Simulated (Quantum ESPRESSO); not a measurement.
# In2Se2, 1 layer, rectangular cell: a series in strain along the second axis, part 3 of 8

What law, if any, do the results for In2Se2, 1 layer, rectangular cell follow against strain along the second axis?

Quantum ESPRESSO 7.5; plane-wave DFT, PBE, GBRV ultrasoft pseudopotentials.

So far. Step 2 (Relaxing cell and ions of the reference):  The last row is no step: it is a fresh SCF in the final cell with a new plane-wave basis, +1 meV from the row before. Step 3 (Relaxation with pw.x, -4 %): The relaxation lowers the energy by 5 meV an atom.

## 4. SCF with pw.x, -4 %

The self-consistent run of this member.

The input, m0.scf.in:

```
&control
  prefix = 'm0.scf'
  outdir = './out'
  pseudo_dir = './pseudo'
  calculation = 'scf'
  tprnfor = .true.
/
&system
  ibrav = 0
  nat = 8
  ntyp = 2
  ecutwfc = 40
  ecutrho = 200
  occupations = 'smearing'
  smearing = 'fd'
  degauss = 0.002
  nbnd = 42
/
&electrons
  conv_thr = 1e-09
  mixing_beta = 0.4
  electron_maxstep = 120
  mixing_mode = 'plain'
/
ATOMIC_SPECIES
  Se  78.9710  se_pbe_v1.uspp.F.UPF
  In  114.8180  in_pbe_v1.4.uspp.F.UPF
CELL_PARAMETERS angstrom
  4.08092491800000 0.00000000000000 0.00000000000000
  0.00000000000000 6.78517261248000 0.00000000000000
  0.00000000000000 0.00000000000000 20.14290946400000
ATOMIC_POSITIONS crystal
  Se  0.000000000000 0.335978992000 0.364518898600
  Se  0.500000000000 0.835979114000 0.364518653900
  In  0.000000000000 -0.002646010200 0.430055427200
  In  0.500000000000 0.497354570900 0.430055444400
  In  0.000000000000 -0.002646010200 0.569944572800
  In  0.500000000000 0.497354570900 0.569944555600
  Se  0.000000000000 0.335978992000 0.635481101400
  Se  0.500000000000 0.835979114000 0.635481346100
K_POINTS automatic
  8 4 1 0 0 0
```

Launch:

```console
$ OMP_NUM_THREADS=1 mpirun -n 4 pw.x -nk 2 -in m0.scf.in > m0.scf.out
```

Log:

```text
[banner, memory and clock lines left out]
Program PWSCF v.7.5 starts
[citation notice left out]

[...]
Message from routine setup:
[...]
bravais-lattice index     =            0
     lattice parameter (alat)  =       7.7118  a.u.
     unit-cell volume          =    3763.9020 (a.u.)^3
     number of atoms/cell      =            8
     number of atomic types    =            2
     number of electrons       =        76.00
     number of Kohn-Sham states=           42
     kinetic-energy cutoff     =      40.0000  Ry
     charge density cutoff     =     200.0000  Ry
     scf convergence threshold =      1.0E-09
     mixing beta               =       0.4000
     number of iterations used =            8  plain     mixing
     Exchange-correlation=  SLA  PW   PBX  PBC
                           (   1   4   3   4   0   0   0)

[...]
PseudoPot. # 1 for Se read from file:
     ./pseudo/se_pbe_v1.uspp.F.UPF
     Pseudo is Ultrasoft + core correction, Zval =  6.0
     Generated by new atomic code, or converted to UPF format
     Using radial grid of  877 points,  6 beta functions with:
                l(1) =   0
                l(2) =   0
                l(3) =   1
                l(4) =   1
                l(5) =   2
                l(6) =   2
     Q(r) pseudized with  8 coefficients,  rinner =    1.300   1.300   1.300
                                                       1.300   1.300

     PseudoPot. # 2 for In read from file:
     ./pseudo/in_pbe_v1.4.uspp.F.UPF
     Pseudo is Ultrasoft + core correction, Zval = 13.0
     Generated by new atomic code, or converted to UPF format
     Using radial grid of  889 points,  6 beta functions with:
                l(1) =   0
                l(2) =   0
                l(3) =   1
                l(4) =   1
                l(5) =   2
                l(6) =   2
     Q(r) pseudized with  6 coefficients,  rinner =    1.400   1.400   1.400
                                                       1.400   1.400

     atomic species   valence    mass     pseudopotential
     Se                6.00    78.97100     Se( 1.00)
     In               13.00   114.81800     In( 1.00)

      4 Sym. Ops. (no inversion) found

[...]
number of k points=    15  Fermi-Dirac smearing, width (Ry)=  0.0020
[...]
Dense  grid:   179853 G-vectors     FFT dimensions: (  36,  60, 180)

     Smooth grid:   128765 G-vectors     FFT dimensions: (  32,  54, 160)

     Initial potential from superposition of free atoms

     starting charge      69.9997, renormalised to      76.0000

     negative rho (up, down):  6.118E-04 0.000E+00
     Starting wfcs are   52 randomized atomic wfcs

     per-process dynamical memory:   108.5 Mb

     Self-consistent Calculation

     iteration #  1     ecut=    40.00 Ry     beta= 0.40
     Davidson diagonalization with overlap
     ethr =  1.00E-02,  avg # of iterations =  2.1

     negative rho (up, down):  4.649E-04 0.000E+00

     total energy              =    -707.01681234 Ry
     estimated scf accuracy    <       7.89896218 Ry

     iteration #  2     ecut=    40.00 Ry     beta= 0.40
[...]
negative rho (up, down):  4.801E-04 0.000E+00

[...]
total energy              =    -708.58068182 Ry
     estimated scf accuracy    <       0.15659302 Ry

     iteration #  3     ecut=    40.00 Ry     beta= 0.40
[...]
negative rho (up, down):  5.287E-04 0.000E+00

[...]
total energy              =    -708.61174272 Ry
     estimated scf accuracy    <       0.05386019 Ry

     iteration #  4     ecut=    40.00 Ry     beta= 0.40
[...]
negative rho (up, down):  6.734E-04 0.000E+00

[...]
total energy              =    -708.61302904 Ry
     estimated scf accuracy    <       0.01351143 Ry

     iteration #  5     ecut=    40.00 Ry     beta= 0.40
[...]
negative rho (up, down):  6.237E-04 0.000E+00

[...]
total energy              =    -708.61426249 Ry
     estimated scf accuracy    <       0.00137546 Ry

     iteration #  6     ecut=    40.00 Ry     beta= 0.40
[...]
negative rho (up, down):  6.270E-04 0.000E+00

[...]
total energy              =    -708.61439784 Ry
     estimated scf accuracy    <       0.00012707 Ry

[...]
iteration # 10     ecut=    40.00 Ry     beta= 0.40
[...]
negative rho (up, down):  6.219E-04 0.000E+00

[...]
total energy              =    -708.61446292 Ry
     estimated scf accuracy    <       0.00000030 Ry

     iteration # 11     ecut=    40.00 Ry     beta= 0.40
[...]
negative rho (up, down):  6.225E-04 0.000E+00

[...]
total energy              =    -708.61446302 Ry
     estimated scf accuracy    <       0.00000002 Ry

     iteration # 12     ecut=    40.00 Ry     beta= 0.40
[...]
negative rho (up, down):  6.229E-04 0.000E+00

[...]
total energy              =    -708.61446301 Ry
     estimated scf accuracy    <          2.6E-09 Ry

     iteration # 13     ecut=    40.00 Ry     beta= 0.40
[...]
negative rho (up, down):  6.236E-04 0.000E+00

[...]
End of self-consistent calculation

          k = 0.0000 0.0000 0.0000 ( 16087 PWs)   bands (ev):

   -15.2763 -15.1813 -15.1467 -15.0883 -14.9812 -14.9755 -14.9710 -14.9237
   -14.9090 -14.8947 -14.8910 -14.8891 -14.8253 -14.8154 -14.7908 -14.7266
   -14.7263 -14.7202 -14.6888 -14.5585 -13.6855 -13.5644 -12.4874 -12.4216
    -6.5443  -6.5437  -5.8335  -4.2952  -3.6352  -2.7982  -2.6909  -2.6178
    -2.0286  -1.6505  -1.5761  -1.4293  -1.3578  -1.2960   0.4997   0.9854
     1.0335   1.7429

          k = 0.0000 0.1504 0.0000 ( 16106 PWs)   bands (ev):

   -15.2468 -15.1505 -15.1458 -15.0914 -15.0231 -14.9773 -14.9743 -14.9537
   -14.9189 -14.8962 -14.8946 -14.8832 -14.8370 -14.8289 -14.7864 -14.7545
   -14.7265 -14.7218 -14.6475 -14.5706 -13.5210 -13.4072 -12.6877 -12.6105
    -6.4480  -6.3687  -5.4675  -4.3219  -3.7662  -2.8081  -2.6580  -2.4892
    -2.2344  -2.1269  -1.8558  -1.7599  -1.6394  -1.2246   1.1201   1.1343
     1.2075   2.3454

[...]
the Fermi energy is    -0.5240 ev

!    total energy              =    -708.61446302 Ry
     estimated scf accuracy    <          9.0E-11 Ry
     smearing contrib. (-TS)   =      -0.00000000 Ry
     internal energy E=F+TS    =    -708.61446302 Ry

     The total energy is F=E-TS. E is the sum of the following terms:
     one-electron contribution =   -2231.29847976 Ry
     hartree contribution      =    1146.26429267 Ry
     xc contribution           =    -269.94143268 Ry
     ewald contribution        =     646.36115675 Ry

     convergence has been achieved in  13 iterations

     negative rho (up, down):  6.236E-04 0.000E+00

     Forces acting on atoms (cartesian axes, Ry/au):

     atom    1 type  1   force =     0.00000000    0.00002062   -0.00003239
     atom    2 type  1   force =     0.00000000    0.00002069   -0.00003210
     atom    3 type  2   force =     0.00000000   -0.00002182    0.00009625
     atom    4 type  2   force =     0.00000000   -0.00001949    0.00009637
     atom    5 type  2   force =     0.00000000   -0.00002182   -0.00009625
     atom    6 type  2   force =     0.00000000   -0.00001949   -0.00009637
     atom    7 type  1   force =     0.00000000    0.00002062    0.00003239
     atom    8 type  1   force =     0.00000000    0.00002069    0.00003210

     Total force =     0.000211     Total SCF correction =     0.000049
     SCF correction compared to forces is large: reduce conv_thr to get better values

[...]
```

The job ended after 84 s (4 MPI ranks of Arm Neoverse V2, shared host; peak memory 1.1 GiB).

Numbers from this step:

- free energy: -9641.1909 eV
- Fermi energy: -0.524 eV
- valence top, on the run's zero: -1.224 eV
- conduction bottom, on the run's zero: 0.4997 eV
- gap by band count: 1.723 eV

## 5. Electrostatic potential, -4 %

plot_num = 11 writes the bare and Hartree potential, from which vacuum levels or, in a crystal, the mean potential are read.

The input, m0.pot.in:

```
&inputpp
  prefix = 'm0.scf'
  outdir = './out'
  filplot = 'm0.pot.dat'
  plot_num = 11
/
```

Launch:

```console
$ OMP_NUM_THREADS=1 mpirun -n 4 pp.x -in m0.pot.in > m0.pot.out
```

Log:

```text
[banner, memory and clock lines left out]
Program POST-PROC v.7.5 starts

          URL

     ./out/m0.scf.save/

     IMPORTANT: XC functional enforced from input :
     Exchange-correlation= PBE
                           (   1   4   3   4   0   0   0)
     Any further DFT definition will be discarded
     Please, verify this is what you really want

     negative rho (up, down):  6.236E-04 0.000E+00

     Calling punch_plot, plot_num =  11
     Writing data to file  m0.pot.dat
     Message from routine chdens:
     namelist plot not found or invalid, exiting
```

Run time: 1.2 s. Hardware: 4 MPI ranks; peak memory 0.17 GiB; 4.5 s of CPU time.

Read from the output:

```
slope of the potential above                                          : 7.12e-5 eV/Å
upper vacuum line continued to the top atoms, over the valence top    : 6.046 eV
slope of the potential below                                          : -4.71e-5 eV/Å
lower vacuum line continued to the bottom atoms, over the valence top : 6.046 eV
vacuum level at the upper face over the valence top of the mesh       : 6.047 eV
vacuum level at the lower face over the valence top of the mesh       : 6.047 eV
```

The potential energy, planar mean oscillates, so the rows of the table below give means over windows of 2 Å about each position, cut where the curve ends. Its maxima inside the range that stand out by 2 % of the span (Å: eV): 8.1: -6.67, 10.1: 3.16, 12.1: -6.67. Its minima: 7.4: -9.78, 8.6: -9.23, 11.5: -9.23, 12.8: -9.78.

Electrostatic potential energy of an electron; zero at the highest filled level of the SCF mesh. The potential energy, planar mean by z; means over each step:

```
z (Å)  potential energy, planar mean (eV)
    0                                6.05
    2                                6.05
    4                                6.04
    6                                3.78
    8                               -8.15
   10                              -0.113
   12                               -8.11
   14                                2.88
   16                                6.04
   18                                6.05
   20                                6.05
```

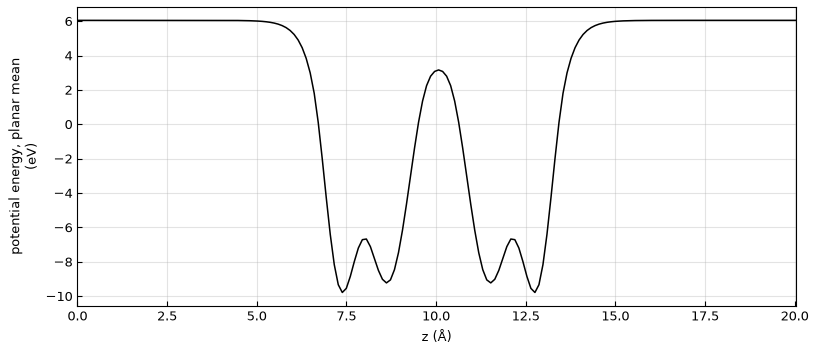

Potential energy, planar mean, plotted against z.

[end of part 3 of 8]

[Logs are printed without paths, hosts, clocks, repeated set-up lines and the standing remarks that a program may print on its own settings, such as how far it seeks lower states.]

[Hosts, paths, dates, database ids (printed as entryN), source tags and the programs' standing remarks are cut or masked in the printed files.]

[Maps of the electrostatic potential energy from Ansatz leave out the sawtooth potential of an applied field or a dipole correction, so their vacuum need not be flat; planar profiles and work functions include it.]
